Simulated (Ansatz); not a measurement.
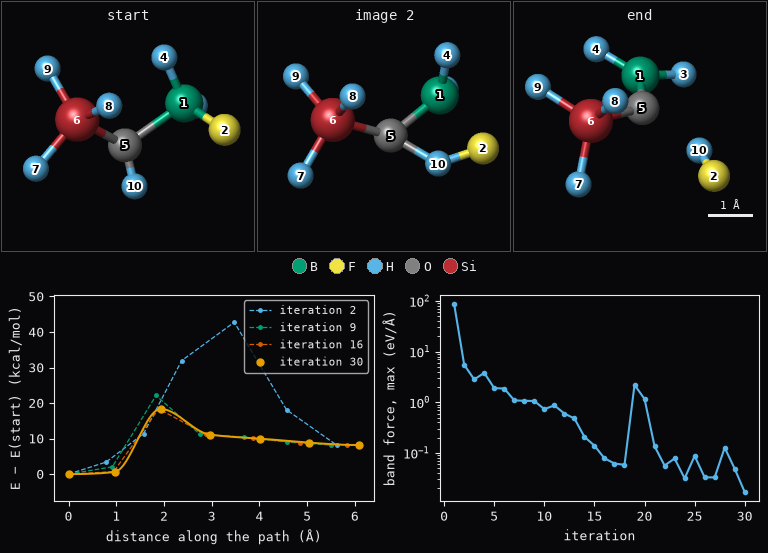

NEB run on BSiH6OF. Images are numbered from 0 (start) to 6 (end). The plot follows the band through its iterations. A ball-and-stick model, seen at a tilt.

The calculation used Ansatz, RKS PBE0/def2-SVP. Run with 5 movable images; climbing image; force threshold 0.03 eV/Å; iteration limit 60; starting path through a guess of the saddle point.

**How did the profile develop, and is the result final?**

The result is final at these settings. The band converged in 30 iterations. The largest component of the band force went from 86 to 0.017 eV/Å. The climbing image converged on the top of the path. Its vibrational analysis gives one imaginary mode (839i cm⁻¹), as a transition state must have. The first iteration put the highest image at 268.7 kcal/mol. The energy climbs by 18.3 kcal/mol to image 2 and then falls by 10.2 kcal/mol, so the end point sits at +8.2 kcal/mol.
